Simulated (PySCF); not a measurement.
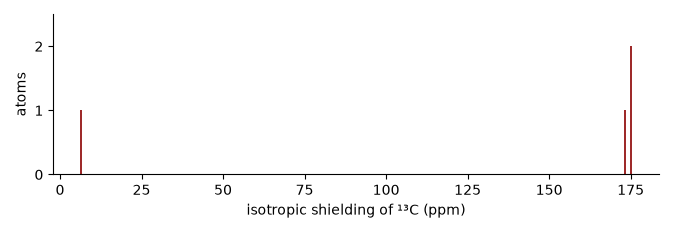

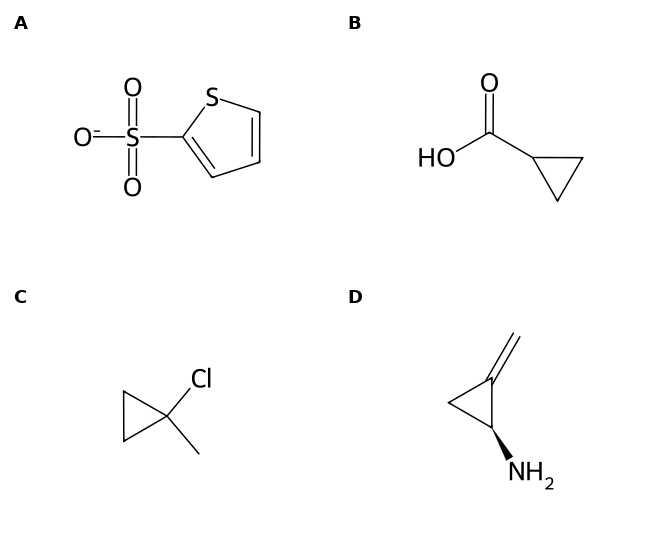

The sticks are computed shieldings of one of the molecules, for one fixed geometry (GFN2-xTB) without averaging over rotations. Low shielding means a high chemical shift. Method: GIAO PBE0/pcSseg-1 NMR shielding, non-relativistic, gas phase (PySCF 2.14.0).

### Match the spectrum to a structure.

B, `O=C(O)C1CC1`. Its 4 C atoms give lines at 6.3, 173.3, 175.1 (2 atoms) ppm.
